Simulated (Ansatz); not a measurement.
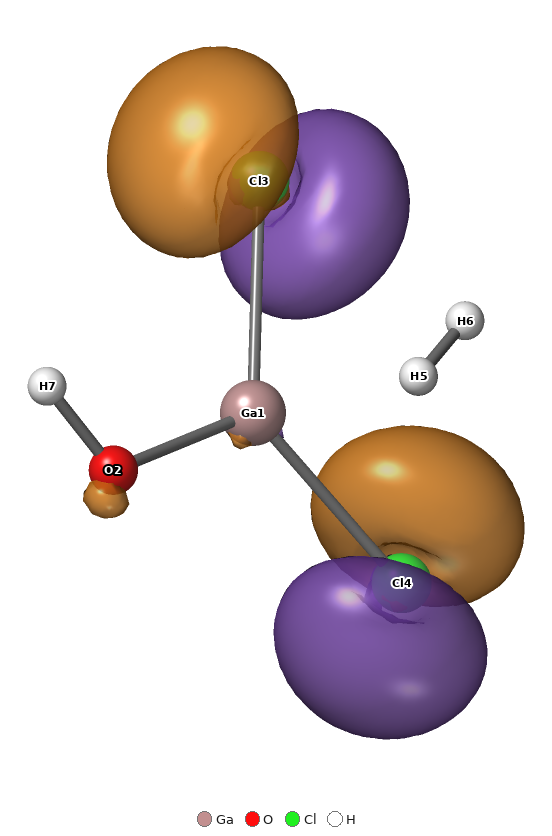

Cl2GaHO···H2. The HOMO at ±0.15 Å⁻³ᐟ² (orange and purple are the two phases), seen from one side.

The reactant side of a reaction path; geometry: PBE0-D4/def2-TZVP.

All numbers below come from Ansatz, RKS PBE0-D4/def2-TZVPP.

```yaml
atoms:
  - { symbol: Ga, position_ang: [-0.3406, 0.6654, -0.2330] }
  - { symbol: O, position_ang: [1.4049, 0.7265, -0.5030] }
  - { symbol: Cl, position_ang: [-1.6225, -0.3031, -1.6265] }
  - { symbol: Cl, position_ang: [-1.1511, 1.7063, 1.4165] }
  - { symbol: H, position_ang: [0.3709, -1.4183, 1.1812] }
  - { symbol: H, position_ang: [-0.3352, -1.6474, 1.0698] }
  - { symbol: H, position_ang: [1.6735, 0.2706, -1.3050] }
```

Describe this orbital and give its energy.

Answer. It lies mainly on Cl3 (about 45 %) and Cl4 (about 45 %); largely a combination of lone pairs on Cl3 and Cl4. Its energy is −9.32 eV.
